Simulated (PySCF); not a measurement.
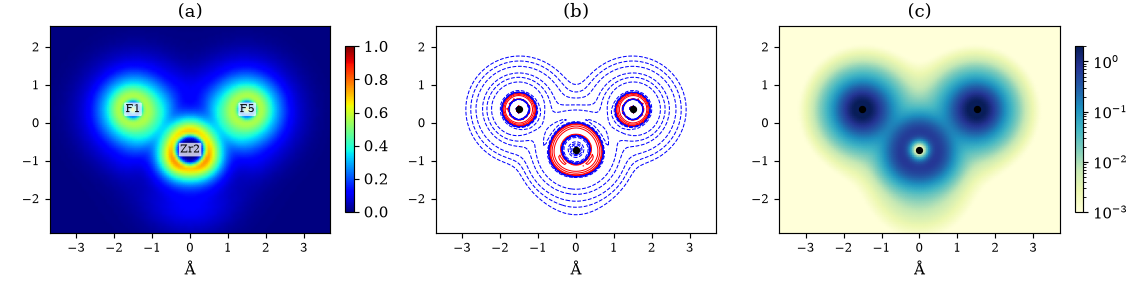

Figure. F4Zr, SMILES `F[Zr](F)(F)F`. Three fields in the plane of F1, Zr2 and F5. (b): solid red lines positive, dashed blue lines negative.

Computed with PySCF, PBE0/def2-TZVP, geometry: GFN2-xTB. Core potentials replace the inner electrons of Zr; spin–orbit coupling isn't included. This is a single-reference result, which may miss multireference character in this system. No frequency check shows the geometry to be a minimum. GFN2-xTB bond lengths at metals and heavier atoms can be off by up to 0.1 Å and shapes distorted, which carries into these values.

> The panels show, in some order, the negative Laplacian of the density (−∇²ρ), localised orbital locator (LOL) and electron density. Which is which?

(a) is the localised orbital locator (LOL): it runs from 0 to 1, peaks where electrons are localised, as in bonds, and fades smoothly outside. (b) is the negative Laplacian of the density (−∇²ρ): shells alternate in sign around each nucleus and valence concentrations outline the bonding and non-bonding pairs. (c) is the electron density: it is positive everywhere and peaks at the nuclei.
